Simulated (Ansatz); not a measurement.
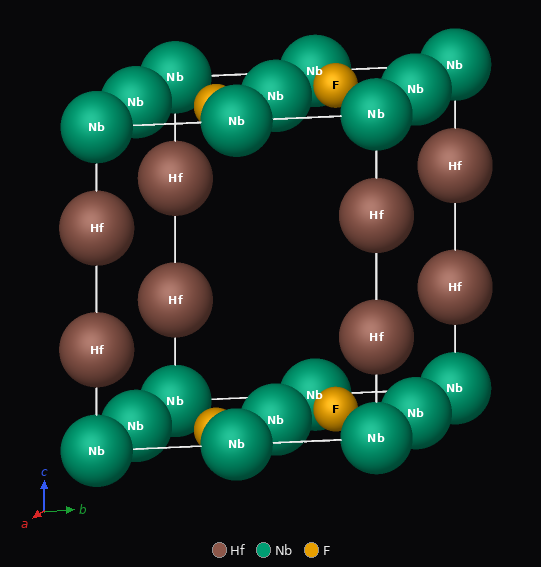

Drawn in the spheres-only manner and seen slightly off an axis. The frame is the simulation cell; atoms at its boundary are shown with their periodic copies.

The input:
```yaml
crystal:
  lattice:
    - [6.7123209494, 0.0, 0.0]
    - [-3.3561604747, 5.8130404606, 0.0]
    - [0.0, 0.0, 7.6542449652]
  atoms:
    - { symbol: Hf, position: [0.0, 0.0, 0.3121367239] }
    - { symbol: Hf, position: [0.0, 0.0, 0.6878632761] }
    - { symbol: Nb, position: [0.5, 0.0, 0.0] }
    - { symbol: Nb, position: [0.0, 0.5, 0.0] }
    - { symbol: Nb, position: [0.5, 0.5, 0.0] }
    - { symbol: Nb, position: [0.0, 0.0, 0.0] }
    - { symbol: F, position: [0.3333333333, 0.6666666667, 0.0] }
    - { symbol: F, position: [0.6666666667, 0.3333333333, 0.0] }
basis:
  ecutwfc: 420
kpoints:
  mp_grid: { grid: [6, 6, 6] }
  band_path:
    path:
      - [[0.0, 0.0, 0.0], [0.5, 0.0, 0.0], [0.33333333, 0.33333333, 0.0], [0.0, 0.0, 0.0], [0.0, 0.0, 0.5], [0.5, 0.0, 0.5], [0.33333333, 0.33333333, 0.5], [0.0, 0.0, 0.5]]
      - [[0.5, 0.0, 0.5], [0.5, 0.0, 0.0]]
      - [[0.33333333, 0.33333333, 0.5], [0.33333333, 0.33333333, 0.0]]
    npoints: 14
hamiltonian:
  xc: pbe
scf:
  occupations: { method: gaussian, width: 0.1 }
  n_extra_bands: 20
output:
  forces: true
  stress: true
  eigenvalues: true
  populations: true
  dos: { projected: true, de: 0.02, nscf_kmesh: { grid: [8, 8, 8] } }
  bader: true
  write_density: true
  write_potential: true
  elf: true
  volumetric_format: npy
```
Run as:
```sh
ansatz run input.yaml --threads 1 --pin off --max-ram 2560MiB --backend cpu --events-out ev --progress --plain --runs-dir out
```

Theory: DFT PBE, scalar-relativistic, plane waves, PAW in Ansatz. Numerical settings: a 420 eV plane-wave basis, a 6×6×6 mesh of k-points, Gaussian smearing of 0.1 eV, no spin polarisation.

Give the Bader charge of each element.

Answer. Hf +0.29 e; Nb -0.67 to +0.62 e; F -0.88 e.

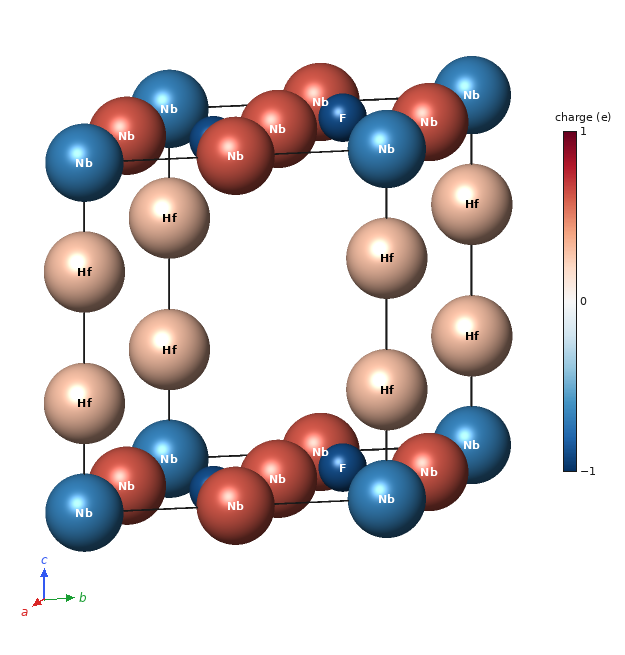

The atoms coloured by those charges.

It goes back to a random cell made by a generator, so it need not be a real form of the compound. Earlier steps of the study may have refined or changed the cell and positions. It was run through Ansatz as a DFT input.
